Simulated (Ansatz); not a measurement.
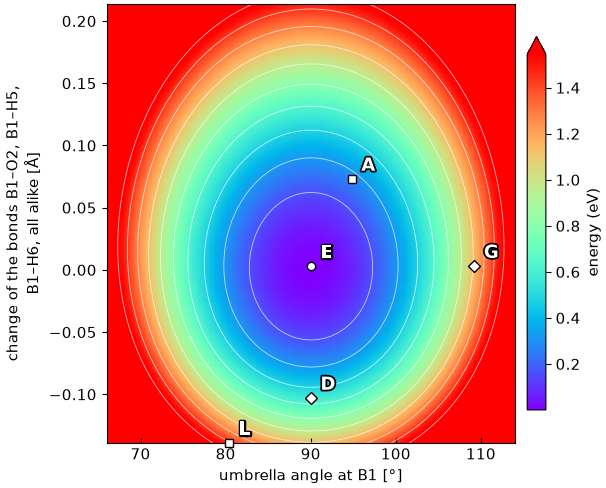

CH₆BOS, SMILES BO[SH+]C, charge +1. Coordinates scanned: (1) umbrella angle at B1 (between each of its bonds and their common axis; 90 is planar); (2) change of the bonds B1–O2, B1–H5, B1–H6, all alike. Nothing is relaxed (all other coordinates rigid). The grid has 11 × 11 points. Points are written as (first, second). Energies: eV, counted from the relaxed molecule at the same level. Method: Ansatz 0.2.0, RHF/def2-SVP.

In the figure: a smooth colour map with a few white contour lines, one colour for all values above the top of the scale, lettered points. Between grid points the surface is interpolated.

> Is E the lowest point of the computed grid?

Yes. E, at (90.0°, 0.003 Å), has the lowest energy of the grid.

> What kind of point is each of A, D, E, G: minimum, saddle, maximum or slope?

A: on a slope; D: on a slope; E: minimum; G: on a slope. (In these two coordinates alone; a stationary point may lie a little off the grid point.)

> Rank the lettered points by energy, lowest first.

E (0.0005 eV), A (0.28 eV), D (0.58 eV), G (1.14 eV), L (1.45 eV).
